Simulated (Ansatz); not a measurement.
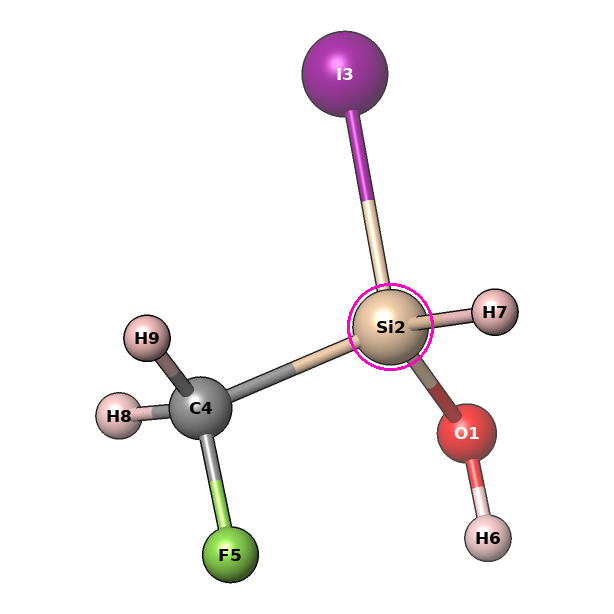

Depth is shown by fading: the farther an atom, the more it takes the colour of the background. Circles mark the stereogenic atoms. The computed structure is the end point of a PBE-D4/def2-SVP optimisation. No frequency run is at hand to confirm it as a minimum.

> Give the R/S and E/Z labels.

Si2: S (priorities I3 > O1 > C4 > H7).

> Write the isomeric SMILES.

O[Si@@H](I)CF
